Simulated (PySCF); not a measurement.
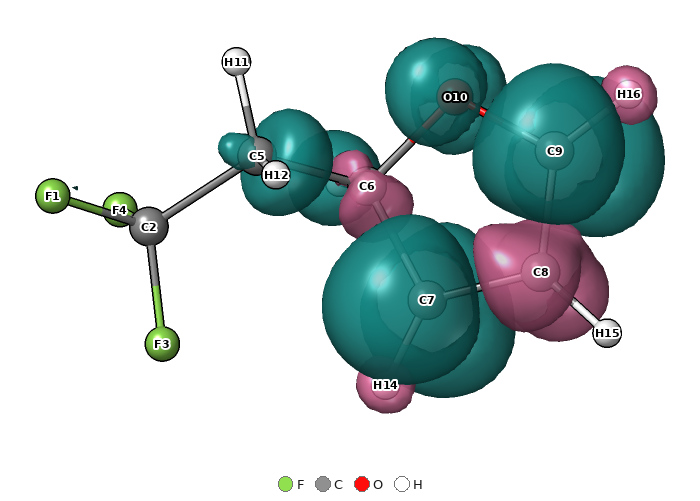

Figure. C6H6F3O (doublet). Isosurfaces of the spin density (α minus β) at +0.015 (teal) and −0.015 e/Å³ (pink), seen across its widest extent.

Geometry: GFN2-xTB.

The calculation used UKS B3LYP, pcH-1 on C F H O, non-relativistic, mean-field spin-orbit, GIAO in PySCF.

```xyz
16

F    -3.2732    0.8617   -0.0605
C    -2.2427    0.0090    0.0566
F    -2.1604   -0.3057    1.3568
F    -2.6054   -1.1141   -0.5821
C    -0.9654    0.6014   -0.4945
C     0.2177   -0.3995   -0.4292
C     0.8327   -0.5410    0.9263
C     2.1383   -0.1141    0.8278
C     2.3704    0.2545   -0.4797
O     1.2676    0.0878   -1.2572
H    -1.1412    0.8729   -1.5371
H    -0.7273    1.5006    0.0759
H    -0.1311   -1.3576   -0.8497
H     0.3062   -0.9031    1.7828
H     2.8595   -0.0736    1.6194
H     3.2468    0.6299   -0.9671
```

Question: Which atoms carry the spin?

Answer: The unpaired spin (1 electron) lies mostly on C7 (about 0.4), C9 (about 0.4) and O10 (about 0.1), in electrons by Hirshfeld's partition.
